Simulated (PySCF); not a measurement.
Molecule: H3BOS, SMILES OBS. Atoms near the plane z = 0.0 Å, at the PBE0/def2-SVP optimised geometry (x, y, z in Å): B1 (0.4, 0.2, 0.0), H2 (1.6, 0.2, 0.0), O3 (-0.2, 1.4, 0.0), H4 (-1.2, 1.4, 0.0), S5 (-0.3, -1.4, 0.0), H6 (-1.6, -1.0, 0.0).

Method: PBE0/def2-TZVP run with PySCF. Cells within 0.4 Å of a nucleus heavier than hydrogen are left out (blank, or x). The values are rescaled to run from 0 to 1.

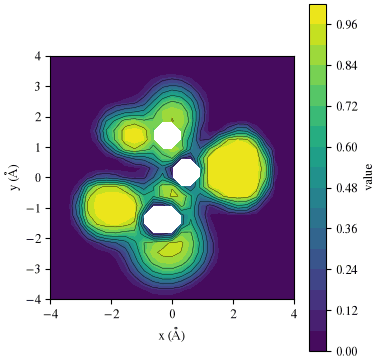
Figure: a field on the plane z = 0.0 Å.

Q: Which quantity is mapped?
A) log10 of the electron density
B) electron localisation function
C) Laplacian of the electron density
D) electrostatic potential

A: B, electron localisation function
